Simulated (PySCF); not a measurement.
**C₂H₉FGeN₂: density, localisation and related maps**

```yaml
atoms:
  - { symbol: C, position_ang: [-2.2997, -0.1498, -0.2347] }
  - { symbol: N, position_ang: [-1.0288, 0.5460, -0.1237] }
  - { symbol: Ge, position_ang: [0.5323, -0.1306, -0.7462] }
  - { symbol: N, position_ang: [0.6209, -1.7749, 0.0089] }
  - { symbol: C, position_ang: [1.9446, 1.1902, -0.1799] }
  - { symbol: F, position_ang: [2.0272, 1.1756, 1.1958] }
  - { symbol: H, position_ang: [-2.8087, 0.0337, -1.1868] }
  - { symbol: H, position_ang: [-2.1117, -1.2175, -0.1464] }
  - { symbol: H, position_ang: [-2.9609, 0.1590, 0.5777] }
  - { symbol: H, position_ang: [-1.1525, 1.5442, -0.2163] }
  - { symbol: H, position_ang: [0.6544, -0.3887, -2.2452] }
  - { symbol: H, position_ang: [0.4991, -1.7782, 1.0134] }
  - { symbol: H, position_ang: [1.4245, -2.3440, -0.2153] }
  - { symbol: H, position_ang: [2.9347, 0.9265, -0.5577] }
  - { symbol: H, position_ang: [1.7201, 2.2166, -0.4713] }
```

Geometry: GFN2-xTB.

These are results of CAM-B3LYP/def2-SVPD, SCF density, gas phase in PySCF 2.14.0, not measurements.

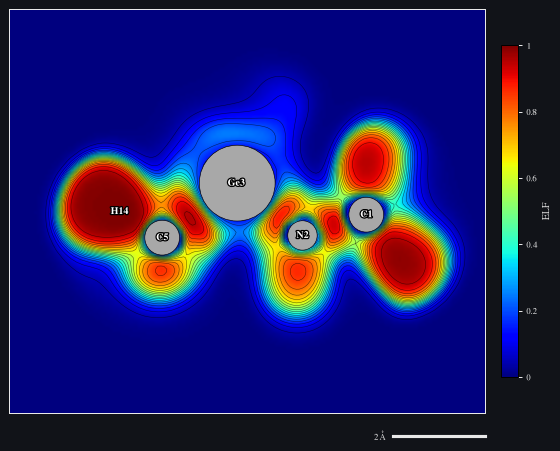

Figure 1. Electron localisation function on the plane of atoms C1, N2 and Ge3. Grey discs cover the atomic cores.

Question: What does the map show?

Answer: The section cuts through C, N, Ge and H sites.
C–N (1.45 Å): the ELF peaks at about 0.95 between the atoms (localised, covalent bonding).
Ge–N (1.81 Å): the ELF peaks at about 0.90 in the valence shell of N, 0.6 Å from its nucleus, and is about 0.50 at the midpoint.
C–Ge (2.01 Å): the ELF peaks at about 0.95 in the valence shell of C, 0.7 Å from its nucleus, and is about 0.75 at the midpoint.
C–H (1.09 Å): the ELF climbs to about 1 towards the hydrogen, as it does in any bond to H (an ordinary covalent bond to hydrogen).

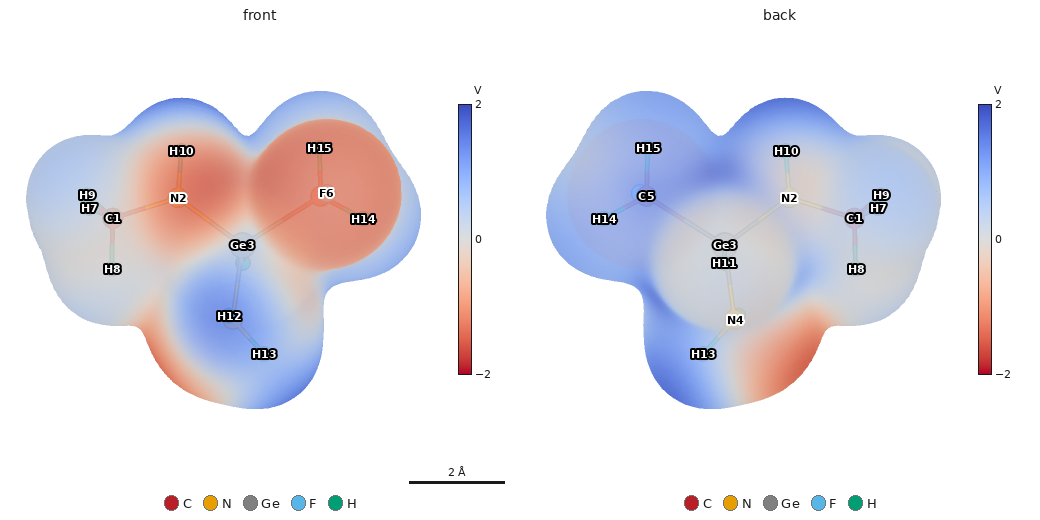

Figure 2. The molecular electrostatic potential painted on the density surface at 0.002 e/bohr³, seen from the front and from behind; the colour scale runs from red (negative) to blue (positive).

Question: Where is the surface potential most negative and most positive?

Answer: The most negative region (about −1.4 V) lies over N2 and N4, the most positive (about +1.5 V) over H10 and H13.
